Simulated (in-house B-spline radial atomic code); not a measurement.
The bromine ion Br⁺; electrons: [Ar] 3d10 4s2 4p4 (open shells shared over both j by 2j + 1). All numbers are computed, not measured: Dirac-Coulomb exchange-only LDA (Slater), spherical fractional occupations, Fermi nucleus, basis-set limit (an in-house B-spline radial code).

```
Z = 35
electrons = 34.0
configuration = [Ar] 3d10 4s2 4p4
hamiltonian = dirac
method = lda,
spin_polarised = False
nucleus = fermi
rms_radius = 4.1629
mass_number = 79
atomic_mass = 78.918337574
speed_of_light = 137.035999084
```

Wanted: the large and small radial components of the 4p3/2 spinor.

The spinor has κ = −2: the large component has l = 1 and 2 radial nodes (r = 0.202 and 0.707 bohr), the small one has l = 2. The small component carries 0.0082 % of the norm; ⟨r⟩ = 1.99 bohr and the eigenvalue is −16.1 eV.

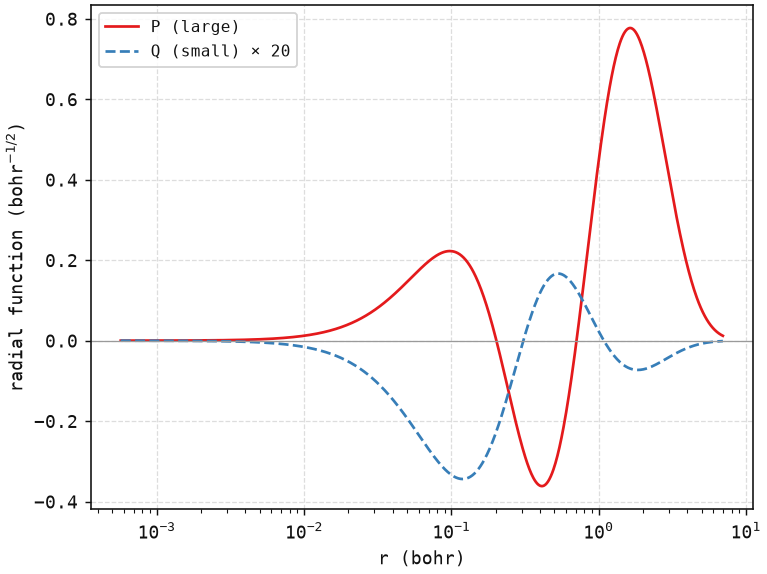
